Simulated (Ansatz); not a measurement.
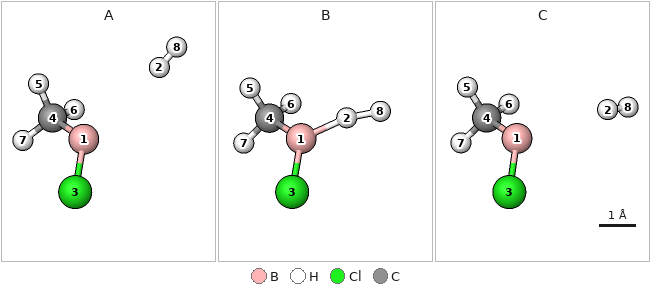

3 geometries from a converged minimum-energy path of CH5BCl (multiplicity 2), made up at the start of CH4BCl and H, shuffled. Style: ball-and-stick. Shown at a tilt.

The calculation used Ansatz 0.2.0, UKS B3LYP-D4/def2-SVP. Settings: 7 movable images; climbing image; force threshold 0.03 eV/Å; iteration limit 60; starting path through a guess of the saddle point.

Question: Which of them lies highest in energy?

Answer: B. In order along the path, whose images run from 0 to 8: B (image 4, +5.10 kcal/mol), C (image 6, −0.17 kcal/mol), A (image 8, −0.19 kcal/mol). A hydrogen atom shifts from one atom to another. Breaking: B1–H2 (1.21 → 1.44 at the top → 2.99 Å). Forming: H2–H8 (2.55 → 0.99 at the top → 0.76 Å).

Limits of the set-up: the start holds two separate molecules, 2.6 Å apart at their closest, whose relative position is a soft coordinate.

The run took 3.8 min on 2 threads of Arm Neoverse V1 (shared host), peak memory 0.17 GiB.
